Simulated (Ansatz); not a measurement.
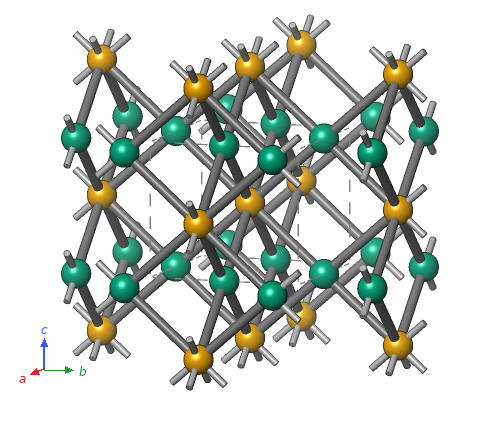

A cut-out of a periodic net derived from a crystal structure. Nodes are coloured by topological kind. Edges to nodes outside the piece are drawn as stubs.

> Classify the net: periodicity, connectivity, name.

A binodal (4,8)-connected, three-periodic net.

> Give point symbol and coordination sequence of each kind of node.

4-connected node: 4^4.6^2, sequence 4, 20, 28, 94; 8-connected node: 4^16.6^12, sequence 8, 14, 56, 50.

Origin of the net. System SrB2Pt (space group P4/mmm, No. 123); source of the atomic positions: the end point of a relaxation with Ansatz 0.2.0, DFT PBE, scalar-relativistic, plane waves, PAW; the starting structure was generated, so it need not be a known form of this composition. Bonds are taken as B–Pt below 3.1 Å; Sr is left out of the net, as the electropositive filling of the structure. Simplification: prune 0- and 1-connected atoms, fold 2-connected ones into links. B is a 4-connected node; Pt is an 8-connected node, in the ratio 2:1.
